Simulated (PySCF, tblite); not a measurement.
**C6H7ClO2+ (doublet): geometry, infrared bands and EPR parameters**

What infrared bands and EPR parameters should C6H7ClO2+ (doublet) (`O=CO[C@@H]1[CH+][CH][C@@H]1CCl`) show?

Computed with tblite 0.8.0 and PySCF 2.14.0, with density-fitted response routines of our own, on a single molecule in the gas phase. Atoms are numbered from 0 throughout.

## (1) Starting geometry

16 atoms, charge 1, multiplicity 2; geometry from: force field or distance geometry start.

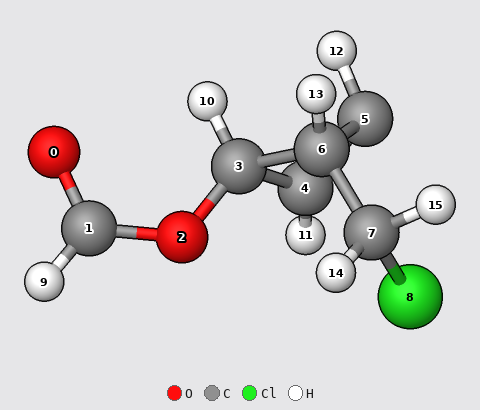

The starting geometry (oxygen red, carbon grey, chlorine green, hydrogen white), atoms numbered.

## (2) Geometry optimisation with GFN2-xTB

The job: settings as JSON, then the geometry in Å.

```
{"job": {"kind": "relax", "xc": "GFN2-xTB", "basis": "xTB"}, "charge": 1, "multiplicity": 2}
O      3.186100     0.057600     0.641800
C      2.679100     0.342100    -0.506300
O      1.316300     0.188300    -0.682100
C      0.469300    -0.241800     0.338300
C     -0.412500    -1.420000    -0.015000
C     -1.378400    -0.873900     0.976800
C     -0.828600     0.502500     0.548900
C     -1.559500     0.904200    -0.711400
Cl    -1.985800    -0.537500    -1.679500
H      3.345900     0.675100    -1.272800
H      0.923400    -0.481800     1.315500
H     -0.323000    -2.243000    -0.710400
H     -0.973500    -1.094500     1.999700
H     -0.834100     1.241700     1.366700
H     -1.074100     1.693700    -1.290000
H     -2.558200     1.296200    -0.331400
```

On the command line:

```console
$ OMP_NUM_THREADS=1 python probes_run.py task.json out
```

This one command runs all jobs of the session in turn.

**Question.** This job is followed by: GFN2-xTB harmonic vibrations, gas phase; UKS B3LYP, pcH-1 on C Cl H O, non-relativistic, mean-field spin-orbit, GIAO. What will the session give for the following? strongest single infrared mode (GFN2-xTB); zero-point energy (GFN2-xTB); g(iso) (B3LYP); ⟨S²⟩; largest a(iso).

**Answer**, as computed:

```
                                 quantity                  value
strongest single infrared mode (GFN2-xTB)  2817 cm⁻¹, 169 km/mol
             zero-point energy (GFN2-xTB)          71.6 kcal/mol
                           g(iso) (B3LYP)                2.01075
                                     ⟨S²⟩     0.753 (exact 0.75)
                           largest a(iso)   1H on H10, 101.6 MHz
```

What this shows: Over 97 steps the energy fell by 2.622 eV; of the close pairs, C4–C5 changed most, 1.488 to 1.363 Å. All 42 modes are real, so the xTB geometry is a minimum. The strongest single mode, at 2817 cm⁻¹, moves mainly H9. GFN2-xTB is a fitted tight-binding method: band positions and strengths are rough. Its intensities can rank the bands wrongly. The largest spin populations lie on C4 (0.34 e), C5 (0.26 e), Cl8 (0.26 e). The isotropic g lies 8.4 ppt above the free-electron value.
